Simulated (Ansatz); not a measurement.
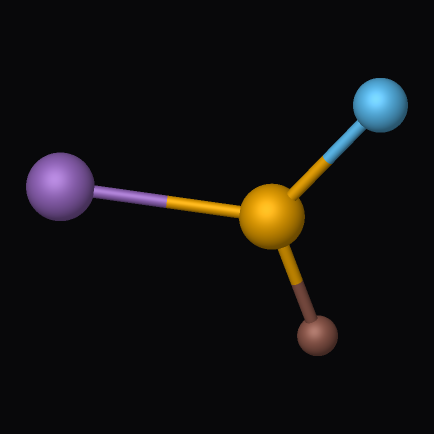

Ball-and-stick drawing of a structure. Every bond is drawn as one stick, whatever its order. Colours: carbon blue, silicon orange, bromine purple, hydrogen brown.

Computed geometry: PBE0-D4/def2-TZVP optimisation. No frequency run is at hand to confirm it as a minimum.

Identify the structure.

Formula CHBrSi. This geometry has Cs symmetry. All atoms lie on one plane. Coordination: 1 Si trigonal planar.

The parts below concern this one geometry. Atoms keep their numbers from picture to picture.

**Dipole moment**

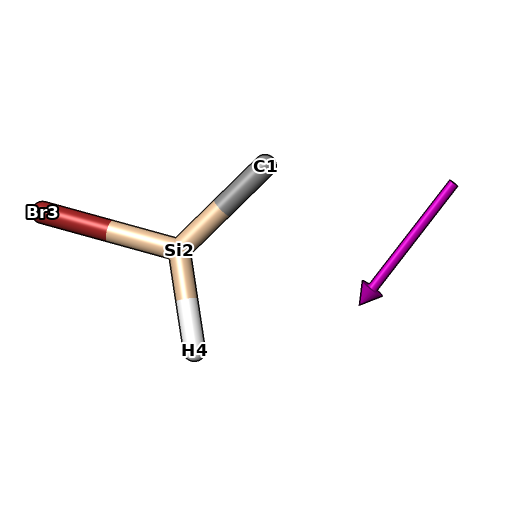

The arrow beside the molecule shows the direction of the dipole moment, from the negative to the positive end (its length means nothing). No frequency run is at hand to confirm it as a minimum. Level of theory: RKS PBE0-D4/def2-TZVP (Ansatz 0.2.0).

Estimate the dipole moment.

Answer. 2.65 D; it points from the side of C1 to the side of Br3, H4 (the outermost atoms at the two ends).

**Electronic properties**

No frequency run is at hand to confirm it as a minimum. Method: RKS PBE0-D4/def2-TZVPP (Ansatz 0.2.0).

Predict the main results.

- HOMO energy (Kohn–Sham orbital): −6.91 eV
- LUMO energy (Kohn–Sham orbital): −4.26 eV
- HOMO–LUMO gap: 2.65 eV

**Charges**

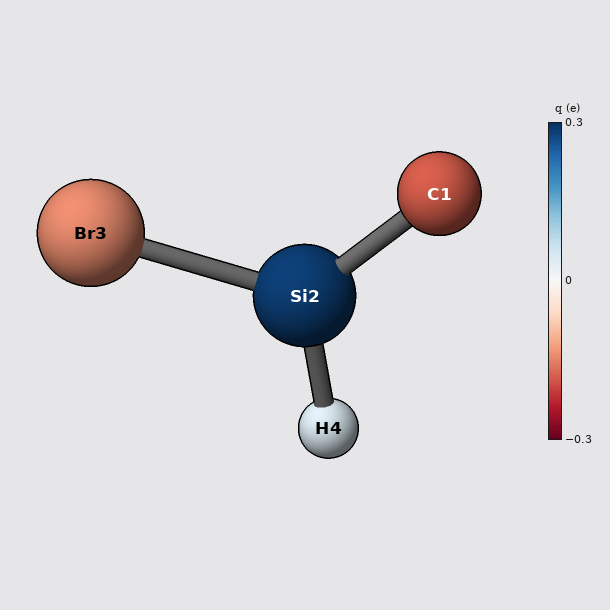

Atoms are coloured by their Mulliken charges. No frequency run is at hand to confirm it as a minimum. Method: RKS PBE0-D4/def2-TZVP (Ansatz 0.2.0).

Which atom carries the highest charge (most positive or least negative)?

Answer. Si2 (0.28 e).

And the lowest?

Answer. C1 (−0.18 e).

List the Mulliken charges.

| atom | value (e) |
| --- | --- |
| C1 | −0.18 |
| Si2 | 0.28 |
| Br3 | −0.14 |
| H4 | 0.04 |

Mulliken values depend strongly on the basis set and can even reverse the polarity of a bond.
